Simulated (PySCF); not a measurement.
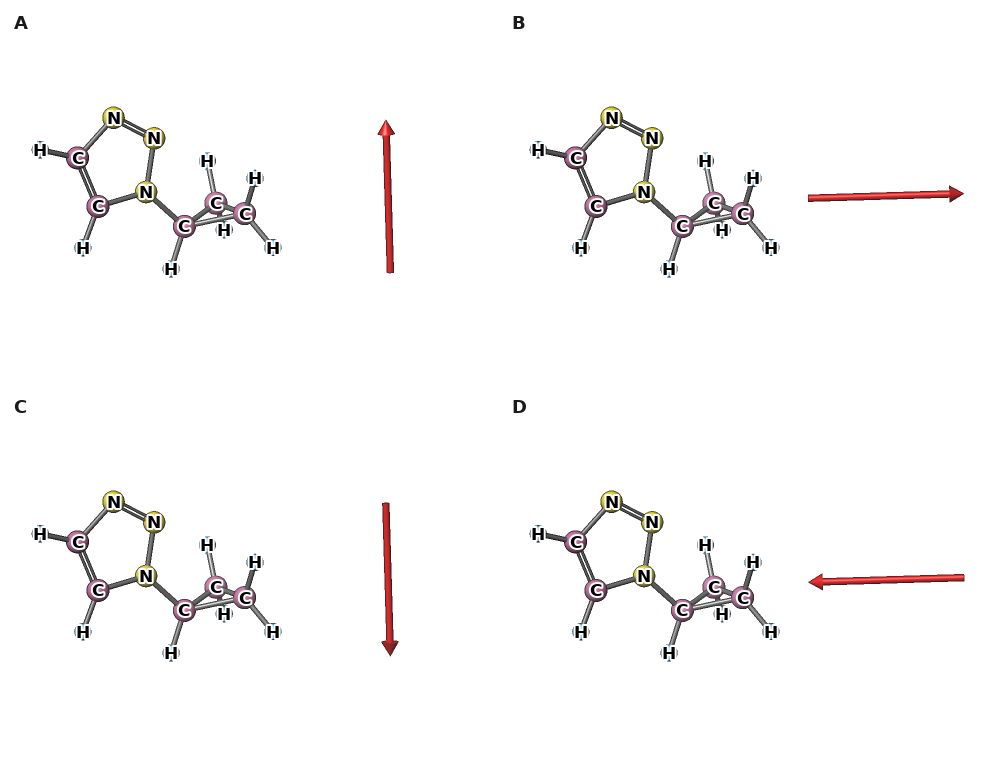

The same molecule four times, each with an arrow. Computed geometry: GFN2-xTB optimisation. No frequency run is at hand to confirm it as a minimum. Properties computed with B3LYP/pcJ-1, gas phase (PySCF 2.14.0).

Question: Which arrow points along the dipole moment, from the negative to the positive end?

Answer: C. The dipole moment is 4.48 D.
